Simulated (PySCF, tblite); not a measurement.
**C2H14Si4: geometry, infrared bands and NMR shifts**

Wanted: the infrared bands and NMR shifts of C2H14Si4 (`CC[Si]([SiH3])([SiH3])[SiH3]`), by calculation.

Programs: tblite 0.8.0 and PySCF 2.14.0, with density-fitted response routines of our own. Each step states its level of theory. These are calculated values for one molecule in the gas phase, unless marked as measured. Atoms count from 0, in the outputs and in this text.

**1. Starting geometry**

20 atoms, charge 0, multiplicity 1; geometry from: force field or distance geometry start.

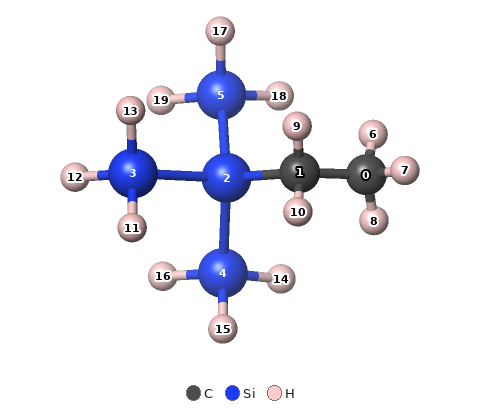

The starting geometry (carbon dark grey, silicon blue, hydrogen pink), atoms numbered.

**2. Optimising the geometry with GFN2-xTB**

Job settings and geometry (Å):

```
{"job": {"kind": "relax", "xc": "GFN2-xTB", "basis": "xTB"}, "charge": 0, "multiplicity": 1}
C     -2.242100    -1.199900     0.061900
C     -1.606800     0.177900    -0.108800
Si     0.261200     0.248400    -0.022100
Si     0.971200     2.404200    -0.300900
Si     1.242000    -0.970600    -1.655500
Si     1.072600    -0.462600     1.962500
H     -2.010100    -1.643200     1.028500
H     -3.334000    -1.099900     0.004500
H     -1.925800    -1.894500    -0.720100
H     -2.018100     0.831900     0.679000
H     -1.937900     0.589300    -1.058900
H      0.513000     2.918900    -1.602800
H      2.448500     2.461400    -0.223500
H      0.412100     3.254500     0.777300
H      0.864600    -2.390300    -1.523000
H      0.789000    -0.491600    -2.982700
H      2.721500    -0.846700    -1.580500
H      0.513700     0.349300     3.070300
H      0.697800    -1.876600     2.196800
H      2.562600    -0.349200     1.994900
```

Started as:

```sh
$ OMP_NUM_THREADS=1 python probes_run.py task.json out
```

The driver reads the jobs from task.json and runs them one after another.

**Question.** This job is followed by: GFN2-xTB harmonic vibrations, gas phase; GIAO PBE0/pcSseg-1 NMR shielding, non-relativistic, gas phase. Predict these results of the whole session: strongest single infrared mode (GFN2-xTB); zero-point energy (GFN2-xTB); ¹³C shifts against TMS (PBE0/pcSseg-1); ¹H shifts against TMS (PBE0/pcSseg-1, means over atoms taken as alike); ²⁹Si shifts against TMS (PBE0/pcSseg-1, means over atoms taken as alike).

As calculated:

```
                                                                quantity                 value
                               strongest single infrared mode (GFN2-xTB)  757 cm⁻¹, 993 km/mol
                                            zero-point energy (GFN2-xTB)         85.9 kcal/mol
                                  ¹³C shifts against TMS (PBE0/pcSseg-1)         15.6, 8.9 ppm
  ¹H shifts against TMS (PBE0/pcSseg-1, means over atoms taken as alike)  3.55, 1.23, 0.92 ppm
²⁹Si shifts against TMS (PBE0/pcSseg-1, means over atoms taken as alike)     -88.3, -112.8 ppm
```

The optimisation took 54 steps and gained 0.311 eV; among the close pairs (by a distance rule), Si2–Si5 changed most, from 2.259 to 2.343 Å. All 54 modes are real, so the xTB geometry is a minimum. GFN2-xTB is a fitted tight-binding method: band positions and strengths are rough. Its intensities can rank the bands wrongly. At PBE0/pcSseg-1: The largest span, 91 ppm, is at Si2, where the paramagnetic term is -446 ppm.
